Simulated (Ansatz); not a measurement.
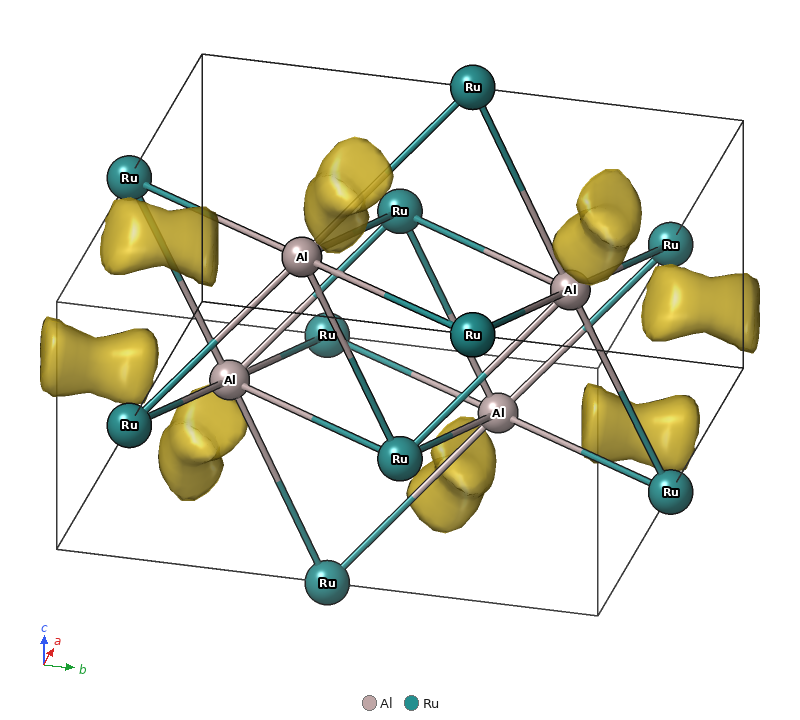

*Al₄Ru₃. Isosurface of the electron localisation function at 0.65 (yellow), seen at an oblique angle. Core shells and regions of very low density are left out. Sticks mark near contacts.*

Space group P4/mmm; a generated structure, not necessarily the stable one; computed without spin polarisation.

Theory: DFT PBE, scalar-relativistic, plane waves, PAW (Ansatz).

In a PAW calculation such maps are meaningful between the atoms, not at the nuclei.

**What do the ELF domains correspond to?**

The ELF exceeds this value in four pockets between the atoms, centred on no nucleus (multi-centre or interstitial), counted in one cell of 7 atoms. Regions shared between cells count once.

Values along the shortest contacts:
Al–Ru (2.57 Å): the ELF is about 0.40 at the midpoint.

**Which way does charge flow, and how much by Bader's partition?**

Electrons move from Al towards Ru. Bader charges: Al +1.71 and Ru −2.39 to −2.06 e.
